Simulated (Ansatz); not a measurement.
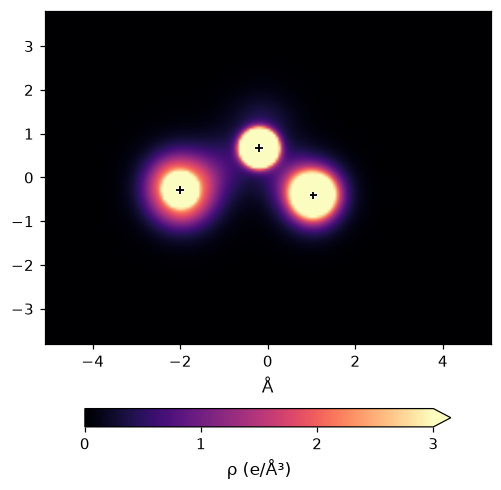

The total electron density on a plane through atoms (crosses mark nuclei in the plane).

These are results of RKS PBE0-D4/def2-TZVPP (Ansatz 0.2.0), not measurements.

Candidates:
A. ClH₃OSi···HCl
B. CH₅OS (charge +1)
C. CH₄FSi (charge +1)

### Which system is this?

Candidate A: ClH₃OSi···HCl on the plane of atoms Cl5, Si1 and O7, which holds Si, Cl and O. Si–O (1.65 Å): ρ is about 1.2 e/Å³ halfway. Si–Cl (2.05 Å): the density is about 0.92 e/Å³ at the midpoint.
